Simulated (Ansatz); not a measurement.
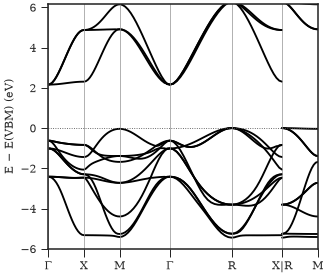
Fig. 1. Band structure from PBE in the plane-wave PAW code Ansatz

Question: Read off the gap and where the band edges lie.

Answer: About 2.2 eV (2.16 eV by a search for the band edges); maximum at R, minimum at Γ.

The material is KTaO3 (cubic perovskite, Pm-3m).

Symmetry was held in the PBE relaxation. No spin polarisation was allowed. Scalar-relativistic: spin–orbit coupling is off unless named, which matters more the heavier the elements.

Potentials: the later of the program's two PAW sets.
